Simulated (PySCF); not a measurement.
## Electronic structure of BH4Si (charge −1) in real space

Input

```
{"job": {"kind": "sp", "xc": "PBE0", "basis": "ma-def2-TZVP", "d3": "d3bj", "grid": 2}, "charge": -1, "multiplicity": 1}
B      1.174854    -0.349345     0.535718
Si    -0.761993    -0.092265    -0.014065
H      1.796431    -0.848051    -0.419322
H     -1.769011    -0.093778     1.119397
H     -0.789090     1.347347    -0.509403
H     -1.580419    -0.813193    -1.109571
```

Launched as:

```sh
OMP_NUM_THREADS=1 python redox_run.py task.json out
```

Geometry: PBE0-D3(BJ)/ma-def2-SVP.

Level of theory: DFT single point, gas phase, functional PBE0 in PySCF 2.14.0, density-fitted response routines.

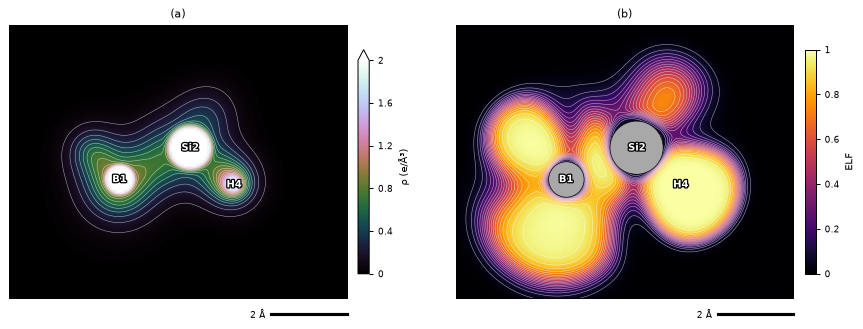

Figure 1. (a) electron density; (b) ELF on the plane of atoms B1, Si2 and H4. Grey discs cover the atomic cores in the ELF map.

What does the map show?

- Atoms in the plane: B, Si and H.
- Si–B (2.03 Å): the density is about 0.74 e/Å³ at the midpoint; the ELF peaks at about 0.95 between the atoms, as expected for a covalent bond.
- Si–H (1.52 Å): ρ is about 0.74 e/Å³ halfway; the ELF climbs to about 1 towards the hydrogen, as it does in any bond to H.
- The ELF also peaks beside B1, away from the bonds: lone-pair regions.

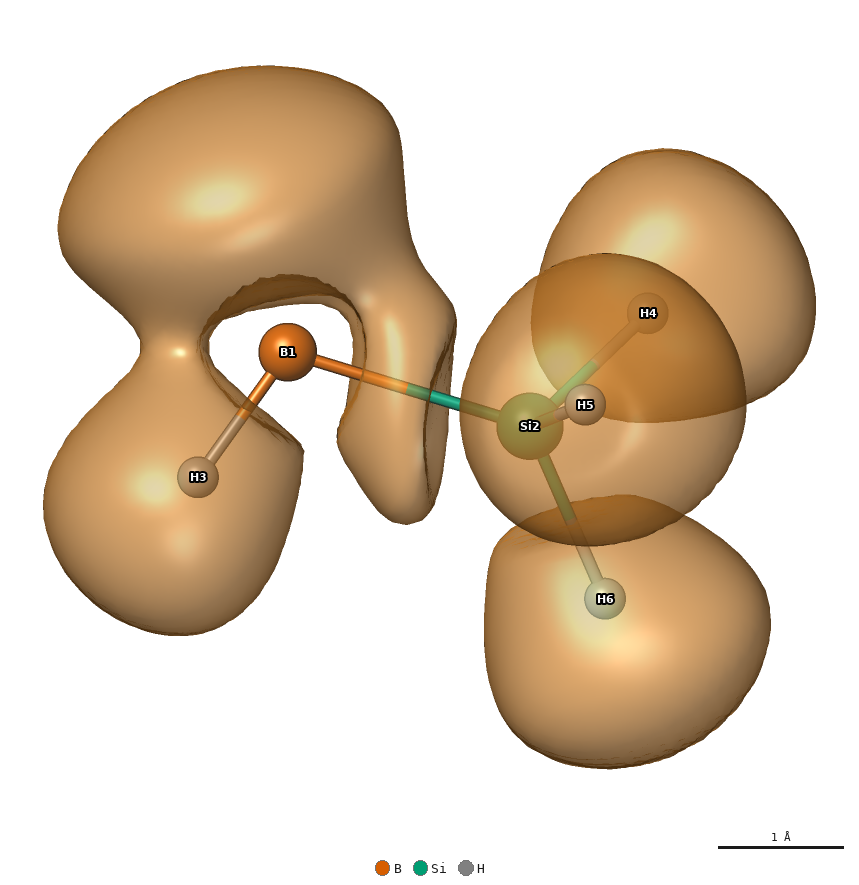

Figure 2. Isosurface of the electron localisation function at 0.75 (orange), seen across its widest extent. Core shells and regions of very low density are left out.

Identify the bonds, lone pairs and shells in this picture.

At this value the surface marks out three regions around hydrogen nuclei and one joined region spread over several atoms (B, H), in which their bonds and any lone pairs are merged. Profiles from the grid: B–H (1.24 Å): the ELF climbs to about 1 towards the hydrogen (a covalent bond by its length).
